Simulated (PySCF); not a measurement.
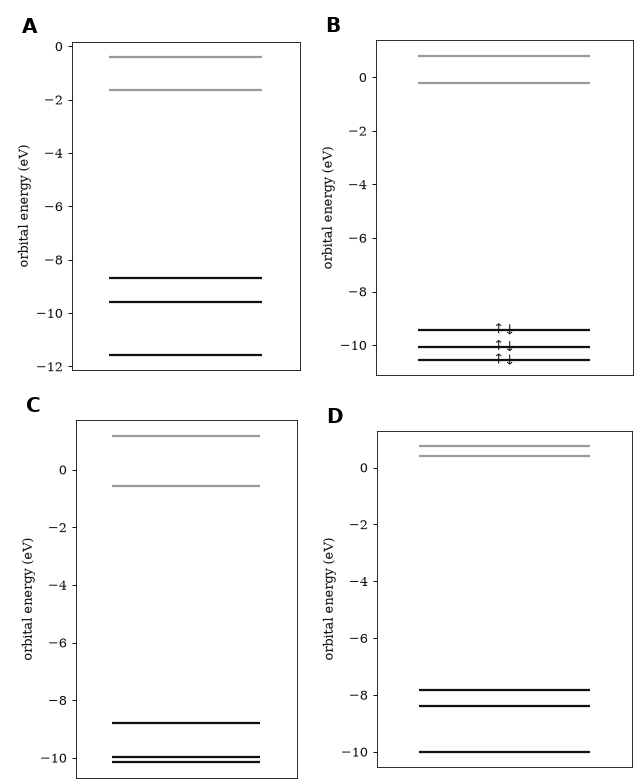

Kohn-Sham orbital energies near the frontier, CAM-B3LYP/def2-SVPD with PySCF 2.14.0, at a GFN2-xTB geometry (no frequency check), isolated molecule; empty levels in grey, levels within 0.03 eV side by side.

### Which panel belongs to which molecule?
1. C₄H₈BFS, SMILES C=CBS[C@@H](C)F
2. C₃H₇ClF₂Si₂, SMILES FC[Si@@H](Cl)/C(F)=C/[SiH3]
3. C₃H₈GeS₂, SMILES C=C[S][GeH2][S]C, singlet
4. C₅H₅NO₂Si, SMILES N#C[C@H]1CC(=O)[SiH2]C1=O

A: 4 (HOMO −8.67 eV, LUMO −1.63 eV)
B: 2 (HOMO −9.43 eV, LUMO −0.22 eV)
C: 1 (HOMO −8.80 eV, LUMO −0.57 eV)
D: 3 (HOMO −7.81 eV, LUMO 0.40 eV)

Caveats, for all or some of the runs: empty levels above zero depend strongly on the basis; one conformer of a flexible molecule; the tight-binding geometry is rougher than a DFT one and adds to the error.
